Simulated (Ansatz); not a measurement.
Nudged elastic band, with input and output: AlNH3O

The run: nudged elastic band of AlNH3O, multiplicity 2, SMILES [NH2][Al][OH]. Method and program: UKS B3LYP-D4/def2-TZVP (Ansatz 0.2.0).

It belongs to a series of runs on one base structure; here: band between the two ends. Figures and captions count atoms from 1; the log counts them from 0 in places.

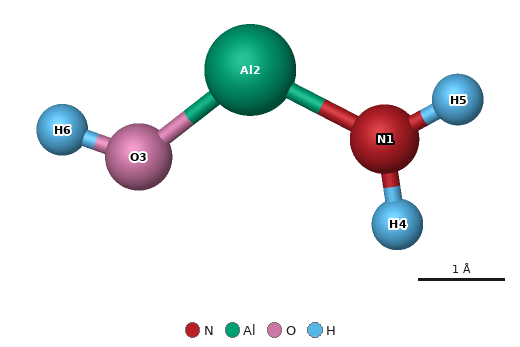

*The starting structure (ball-and-stick view, seen at an oblique angle; atoms are numbered from 1 in the order of the input). Sticks mark near contacts.*

### The input
```yaml
crystal:
  periodic: [false, false, false]
  atoms:
    - { symbol: "N", position_ang: [-0.919969, 0.238679, -0.772401] }
    - { symbol: Al, position_ang: [0.639756, 0.570474, 0.005525] }
    - { symbol: O, position_ang: [1.172467, -0.596094, 1.137904] }
    - { symbol: H, position_ang: [-1.484186, -0.577222, -0.582512] }
    - { symbol: H, position_ang: [-1.361542, 0.82927, -1.458403] }
    - { symbol: H, position_ang: [1.995474, -0.529207, 1.623687] }
magnetization:
  spin_polarized: true
  initial_magnetization: 1
basis:
  gaussian: { orbitals: def2-TZVP }
hamiltonian:
  xc: b3lyp
  dispersion: d4
neb:
  order_check: false
  images: 9
  f_tol: 0.05
  max_iterations: 60
  spring: { min: 2.0, max: 10.0 }
  final_atoms:
    - { symbol: "N", position_ang: [-0.99163218, 0.08267551, -0.71386191] }
    - { symbol: Al, position_ang: [0.04110068, -0.71399521, 0.48867775] }
    - { symbol: O, position_ang: [1.49262296, 0.10315193, 0.87797017] }
    - { symbol: H, position_ang: [-1.87548819, -0.26646525, -1.04693588] }
    - { symbol: H, position_ang: [-0.76007587, 0.95983006, -1.15758397] }
    - { symbol: H, position_ang: [2.13547259, -0.22929704, 1.50553383] }
  initial_path:
    images:
      - { positions_ang: [[-0.919969, 0.238679, -0.772401], [0.639756, 0.570474, 0.005525], [1.172467, -0.596094, 1.137904], [-1.484186, -0.577222, -0.582512], [-1.361542, 0.82927, -1.458403], [1.995474, -0.529207, 1.623687]] }
      - { positions_ang: [[-0.93248533, 0.22350211, -0.77228624], [0.66549546, 0.38822888, -0.08634927], [1.19504389, -0.61321827, 1.15980764], [-1.49537775, -0.59130498, -0.66616189], [-1.31674923, 0.91144013, -1.2995538], [1.92607296, -0.38274786, 1.61834356]] }
      - { positions_ang: [[-0.94500167, 0.20832523, -0.77217147], [0.69123493, 0.20598376, -0.17822355], [1.21762078, -0.63034255, 1.18171129], [-1.5065695, -0.60538797, -0.74981178], [-1.27195647, 0.99361026, -1.1407046], [1.85667192, -0.23628872, 1.61300011]] }
      - { positions_ang: [[-0.957518, 0.19314834, -0.77205671], [0.71697439, 0.02373863, -0.27009782], [1.24019767, -0.64746682, 1.20361493], [-1.51776125, -0.61947095, -0.83346167], [-1.2271637, 1.07578039, -0.9818554], [1.78727089, -0.08982959, 1.60765667]] }
      - { positions_ang: [[-0.97003434, 0.17797146, -0.77194195], [0.74271385, -0.15850649, -0.36197209], [1.26277457, -0.6645911, 1.22551857], [-1.52895299, -0.63355394, -0.91711156], [-1.18237093, 1.15795052, -0.82300619], [1.71786985, 0.05662955, 1.60231322]] }
      - { positions_ang: [[-0.98255067, 0.16279457, -0.77182718], [0.76845332, -0.34075161, -0.45384637], [1.28535146, -0.68171537, 1.24742222], [-1.54014474, -0.64763692, -1.00076145], [-1.13757817, 1.24012065, -0.66415699], [1.64846881, 0.20308869, 1.59696978]] }
      - { positions_ang: [[-0.98436697, 0.14677076, -0.76023413], [0.62298279, -0.41540033, -0.26534154], [1.32680576, -0.52474191, 1.17353181], [-1.60721343, -0.57140259, -1.00999634], [-1.06207771, 1.18406253, -0.76284239], [1.74586957, 0.11661154, 1.57868259]] }
      - { positions_ang: [[-0.98618327, 0.13074694, -0.74864107], [0.47751226, -0.49004905, -0.07683672], [1.36826006, -0.36776845, 1.0996414], [-1.67428212, -0.49516825, -1.01923122], [-0.98657725, 1.12800441, -0.86152778], [1.84327032, 0.0301344, 1.5603954]] }
      - { positions_ang: [[-0.98799958, 0.11472313, -0.73704802], [0.33204174, -0.56469777, 0.11166811], [1.40971436, -0.21079499, 1.02575099], [-1.74135081, -0.41893392, -1.02846611], [-0.91107679, 1.07194629, -0.96021318], [1.94067108, -0.05634275, 1.54210821]] }
      - { positions_ang: [[-0.98981588, 0.09869932, -0.72545496], [0.18657121, -0.63934649, 0.30017293], [1.45116866, -0.05382153, 0.95186058], [-1.8084195, -0.34269958, -1.03770099], [-0.83557633, 1.01588818, -1.05889857], [2.03807184, -0.14281989, 1.52382102]] }
      - { positions_ang: [[-0.99163218, 0.08267551, -0.71386191], [0.04110068, -0.71399521, 0.48867775], [1.49262296, 0.10315193, 0.87797017], [-1.87548819, -0.26646525, -1.04693588], [-0.76007587, 0.95983006, -1.15758397], [2.13547259, -0.22929704, 1.50553383]] }
```

Run on 2 threads of AMD EPYC (Zen 5), 16 GiB of memory available, shared host.

Launch command:
```bash
ansatz run input.yaml --threads 2 --pin off --max-ram 3072MiB --backend cpu --events-out ev --progress --plain --runs-dir out
```

### The program's output
```
Engine: ansatz 0.2.0, x86_64-unknown-linux-gnu
Functional definition: B3LYP
  parameter a0 = 0.2
  parameter ax = 0.72
  parameter ac = 0.81
  exchange = (1 - a0 - ax)*slater_x + ax*b88_x + a0*exact_x
  correlation = (1 - ac)*vwn_rpa_c + ac*lyp_c
697 factors; their error is unknown
mean field evaluation 1: about -10171.5340 eV, gradient 6.5e1 eV
mean field evaluation 2: about -10109.9581 eV, gradient 1.2e2 eV
mean field evaluation 4: about -10186.5006 eV, gradient 7.1e0 eV
mean field evaluation 8: about -10186.7036 eV, gradient 1.8e-1 eV
mean field evaluation 16: about -10186.7038 eV, gradient 5.3e-5 eV
mean field -10186.70376733 eV, -374.3544586536 hartree, gradient 5.3e-5 eV, S^2 0.751515; 0 other end points of the search recorded, 0 dependent functions left out
the calculation of the forces begins
reference -10186.70398447 eV, -374.3544666333 hartree; 16, 15 occupied and 101, 102 virtual orbitals, 697 factors
697 factors; their error is unknown
mean field evaluation 32: about -10186.7036 eV, gradient 5.3e-5 eV
mean field -10186.70363818 eV, -374.3544539075 hartree, gradient 5.3e-5 eV, S^2 0.751513; 0 other end points of the search recorded, 0 dependent functions left out
[... from here on the field's lines of each further geometry are left out, up to the last ...]
NEB iter   1: max|band force component| = 1.475e1 eV/Å  barrier→ = 3.2446 eV  barrier← = 3.2445 eV  Δτ_max = 0.1980 Å  (317 SCF iters)
NEB iter   2: max|band force component| = 3.705e0 eV/Å  barrier→ = 0.7462 eV  barrier← = 0.7461 eV  Δτ_max = 0.2000 Å  (314 SCF iters)
NEB iter   3: max|band force component| = 1.940e0 eV/Å  barrier→ = 0.4611 eV  barrier← = 0.4610 eV  Δτ_max = 0.1920 Å  (303 SCF iters)
NEB iter   4: max|band force component| = 7.407e-1 eV/Å  barrier→ = 0.3761 eV  barrier← = 0.3761 eV  Δτ_max = 0.1911 Å  (313 SCF iters)
NEB iter   5: max|band force component| = 9.246e-1 eV/Å  barrier→ = 0.2832 eV  barrier← = 0.2831 eV  Δτ_max = 0.0985 Å  (311 SCF iters)
NEB iter   6: max|band force component| = 5.958e-1 eV/Å  barrier→ = 0.2525 eV  barrier← = 0.2525 eV  Δτ_max = 0.1014 Å  (288 SCF iters)
NEB iter   7: max|band force component| = 1.395e0 eV/Å  barrier→ = 0.2399 eV  barrier← = 0.2398 eV  Δτ_max = 0.0499 Å  (295 SCF iters)
NEB iter   8: max|band force component| = 3.039e-1 eV/Å  barrier→ = 0.2351 eV  barrier← = 0.2350 eV  CI = image 4  Δτ_max = 0.0994 Å  (290 SCF iters)
NEB iter   9: max|band force component| = 3.301e-1 eV/Å  barrier→ = 0.2408 eV  barrier← = 0.2408 eV  CI = image 4  Δτ_max = 0.1896 Å  (288 SCF iters)
NEB iter  10: max|band force component| = 1.010e0 eV/Å  barrier→ = 0.2408 eV  barrier← = 0.2408 eV  CI = image 4  Δτ_max = 0.0966 Å  (305 SCF iters)
NEB iter  11: max|band force component| = 9.193e-1 eV/Å  barrier→ = 0.2407 eV  barrier← = 0.2407 eV  CI = image 4  Δτ_max = 0.0469 Å  (291 SCF iters)
NEB iter  12: max|band force component| = 9.004e-1 eV/Å  barrier→ = 0.2407 eV  barrier← = 0.2407 eV  CI = image 4  Δτ_max = 0.2000 Å  (255 SCF iters)
NEB iter  13: max|band force component| = 7.639e-1 eV/Å  barrier→ = 0.2407 eV  barrier← = 0.2407 eV  CI = image 4  Δτ_max = 0.1961 Å  (256 SCF iters)
NEB iter  14: max|band force component| = 5.259e-1 eV/Å  barrier→ = 0.2407 eV  barrier← = 0.2407 eV  CI = image 4  Δτ_max = 0.1920 Å  (250 SCF iters)
NEB iter  15: max|band force component| = 1.569e-1 eV/Å  barrier→ = 0.2407 eV  barrier← = 0.2407 eV  CI = image 4  Δτ_max = 0.0603 Å  (245 SCF iters)
NEB iter  16: max|band force component| = 4.298e-1 eV/Å  barrier→ = 0.2407 eV  barrier← = 0.2407 eV  CI = image 4  Δτ_max = 0.0309 Å  (223 SCF iters)
NEB iter  17: max|band force component| = 1.196e-1 eV/Å  barrier→ = 0.2407 eV  barrier← = 0.2407 eV  CI = image 4  Δτ_max = 0.0218 Å  (220 SCF iters)
the calculation of the forces begins
reference -10186.65576731 eV, -374.3526946853 hartree; 16, 15 occupied and 101, 102 virtual orbitals, 697 factors
697 factors; their error is unknown
mean field -10186.46497292 eV, -374.3456831208 hartree, gradient 2.0e-5 eV, S^2 0.752426; 1 other end points of the search recorded, 0 dependent functions left out
the calculation of the forces begins
reference -10186.46519487 eV, -374.3456912775 hartree; 16, 15 occupied and 101, 102 virtual orbitals, 697 factors
NEB iter  18: max|band force component| = 1.489e-2 eV/Å  barrier→ = 0.2407 eV  barrier← = 0.2407 eV  CI = image 4  Δτ_max = 0.0000 Å  (481 SCF iters)
```

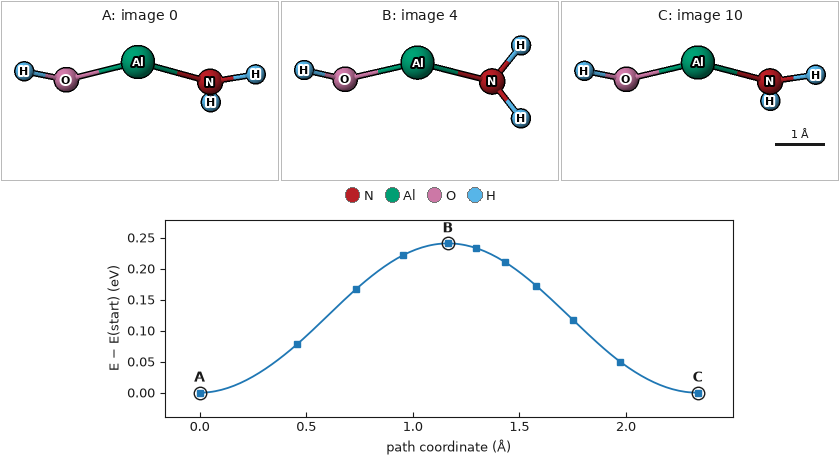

*Images of the last band (counted from 0; ball-and-stick, seen at a tilt) above the energy along the path; the line is a cubic interpolation that uses the forces.*

The highest image is number 4, 0.241 eV above the start and 0.241 eV above the end (the climbing image); start and end have the same energy. The path is 2.34 Å long. The band converged in 18 iterations.

```
Total energy: -10186.60087430 eV, -374.3506774044 hartree
Atom 0 at    -1.029391     0.143096    -0.655810 Å, force     0.000020    -0.000011    -0.000011 eV/Å
Atom 1 at     0.721179    -0.011673    -0.265016 Å, force    -0.000020     0.000004     0.000003 eV/Å
Atom 2 at     1.177201    -0.279415     1.362014 Å, force     0.000005     0.000001    -0.000008 eV/Å
Atom 3 at    -1.507342    -0.583673    -1.172678 Å, force    -0.000004     0.000008     0.000008 eV/Å
Atom 4 at    -1.418088     1.035757    -0.931226 Å, force     0.000002    -0.000002     0.000004 eV/Å
Atom 5 at     2.098441    -0.368193     1.616515 Å, force    -0.000003    -0.000000     0.000004 eV/Å
Dipole moment:     0.118556     0.038322    -0.300922 e Å
this run last wrote the band of iteration 18 to [file]
```

### The last band as extended XYZ (Å, eV, eV/Å)
```
6
Properties=species:S:1:pos:R:3:forces:R:3 image=0 energy=-10186.84138
N    -0.9200    0.2387   -0.7724    0.0012  -0.0005   0.0002
Al    0.6398    0.5705    0.0055    0.0009   0.0000   0.0004
O     1.1725   -0.5961    1.1379    0.0011  -0.0004   0.0017
H    -1.4842   -0.5772   -0.5825   -0.0002   0.0033  -0.0024
H    -1.3615    0.8293   -1.4584   -0.0011  -0.0030   0.0020
H     1.9955   -0.5292    1.6237   -0.0018   0.0005  -0.0019
6
Properties=species:S:1:pos:R:3:forces:R:3 image=1 energy=-10186.76360
N    -0.9655    0.2057   -0.7437    0.0325   0.0156  -0.0459
Al    0.6935    0.3557   -0.1179   -0.0299   0.1717   0.0866
O     1.1666   -0.5060    1.2822    0.0070  -0.0986  -0.0609
H    -1.5432   -0.6196   -0.8079    0.0087  -0.0018   0.1439
H    -1.3698    0.9545   -1.2853   -0.0037  -0.0517  -0.1184
H     2.0605   -0.4544    1.6265   -0.0146  -0.0352  -0.0053
6
Properties=species:S:1:pos:R:3:forces:R:3 image=2 energy=-10186.67458
N    -0.9975    0.1894   -0.6991    0.0247   0.0227  -0.0372
Al    0.7170    0.2168   -0.1904   -0.0122   0.1846   0.0665
O     1.1655   -0.4262    1.3298    0.0024  -0.1120  -0.0395
H    -1.5390   -0.6244   -0.9539   -0.0048  -0.0264   0.1391
H    -1.3826    1.0028   -1.1577   -0.0038  -0.0365  -0.1242
H     2.0786   -0.4225    1.6251   -0.0064  -0.0324  -0.0047
6
Properties=species:S:1:pos:R:3:forces:R:3 image=3 energy=-10186.61939
N    -1.0189    0.1681   -0.6680    0.0066   0.0161  -0.0078
Al    0.7239    0.1024   -0.2361    0.0024   0.1111   0.0243
O     1.1701   -0.3544    1.3509   -0.0022  -0.0680  -0.0136
H    -1.5228   -0.6105   -1.0710   -0.0041  -0.0264   0.0758
H    -1.4006    1.0267   -1.0420   -0.0011  -0.0137  -0.0759
H     2.0904   -0.3965    1.6200   -0.0016  -0.0190  -0.0027
6
Properties=species:S:1:pos:R:3:forces:R:3 image=4 energy=-10186.60065
N    -1.0294    0.1431   -0.6558    0.0000   0.0000   0.0000
Al    0.7212   -0.0117   -0.2650    0.0000   0.0000   0.0000
O     1.1772   -0.2794    1.3620    0.0000   0.0000   0.0000
H    -1.5073   -0.5837   -1.1727    0.0000   0.0000   0.0000
H    -1.4181    1.0358   -0.9312    0.0000   0.0000   0.0000
H     2.0984   -0.3682    1.6165    0.0000   0.0000   0.0000
6
Properties=species:S:1:pos:R:3:forces:R:3 image=5 energy=-10186.60821
N    -1.0294    0.1264   -0.6603    0.0021  -0.0097  -0.0058
Al    0.7151   -0.0811   -0.2739   -0.0056  -0.0728  -0.0077
O     1.1843   -0.2319    1.3644    0.0033   0.0444   0.0048
H    -1.4969   -0.5622   -1.2352    0.0009   0.0221  -0.0452
H    -1.4350    1.0325   -0.8548   -0.0008   0.0036   0.0517
H     2.1039   -0.3478    1.6136    0.0001   0.0125   0.0022
6
Properties=species:S:1:pos:R:3:forces:R:3 image=6 energy=-10186.63084
N    -1.0282    0.1324   -0.6630    0.0086  -0.0180  -0.0206
Al    0.6793   -0.2569   -0.2693   -0.0303  -0.1361   0.0156
O     1.2127   -0.1290    1.3511    0.0160   0.0834  -0.0084
H    -1.5731   -0.5383   -1.1879    0.0028   0.0358  -0.0868
H    -1.3659    1.0614   -0.8753    0.0008   0.0113   0.0997
H     2.1172   -0.3338    1.5982    0.0020   0.0237   0.0005
6
Properties=species:S:1:pos:R:3:forces:R:3 image=7 energy=-10186.66914
N    -1.0190    0.1438   -0.6781    0.0158  -0.0303  -0.0386
Al    0.6060   -0.4439   -0.2130   -0.0704  -0.1659   0.0637
O     1.2536   -0.0297    1.3152    0.0364   0.1033  -0.0376
H    -1.6531   -0.4938   -1.1385    0.0068   0.0386  -0.1198
H    -1.2670    1.0924   -0.9220    0.0063   0.0228   0.1366
H     2.1216   -0.3328    1.5901    0.0051   0.0316  -0.0043
6
Properties=species:S:1:pos:R:3:forces:R:3 image=8 energy=-10186.72371
N    -1.0067    0.1452   -0.7001    0.0183  -0.0328  -0.0480
Al    0.4863   -0.6152   -0.0899   -0.1114  -0.1513   0.1028
O     1.3164    0.0647    1.2417    0.0605   0.0917  -0.0631
H    -1.7342   -0.4361   -1.0894    0.0120   0.0272  -0.1344
H    -1.1454    1.1034   -0.9867    0.0126   0.0277   0.1504
H     2.1256   -0.3261    1.5783    0.0080   0.0376  -0.0078
6
Properties=species:S:1:pos:R:3:forces:R:3 image=9 energy=-10186.79179
N    -0.9906    0.1262   -0.7288    0.0133  -0.0382  -0.0257
Al    0.2898   -0.7381    0.1505   -0.0976  -0.0525   0.1223
O     1.4093    0.1382    1.1029    0.0398   0.0259  -0.0863
H    -1.8215   -0.3556   -1.0359    0.0158   0.0015  -0.1101
H    -0.9703    1.0633   -1.1039    0.0228   0.0307   0.1178
H     2.1251   -0.2981    1.5690    0.0059   0.0326  -0.0180
6
Properties=species:S:1:pos:R:3:forces:R:3 image=10 energy=-10186.84131
N    -0.9916    0.0827   -0.7139    0.0061   0.0037   0.0018
Al    0.0411   -0.7140    0.4887   -0.0117  -0.0071  -0.0026
O     1.4926    0.1032    0.8780    0.0067  -0.0008   0.0012
H    -1.8755   -0.2665   -1.0469    0.0003  -0.0026   0.0015
H    -0.7601    0.9598   -1.1576   -0.0072   0.0045  -0.0067
H     2.1355   -0.2293    1.5055    0.0058   0.0023   0.0048
```

### Key numbers

| quantity | value |
| --- | --- |
| outcome | converged |
| barrier, forward | 0.241 eV |
| barrier, backward | 0.241 eV |
| wall time | 2.1 min (CPU time 4.1 min) |
| peak memory | 0.25 GiB |

### Remarks

The order of the saddle point was not checked.
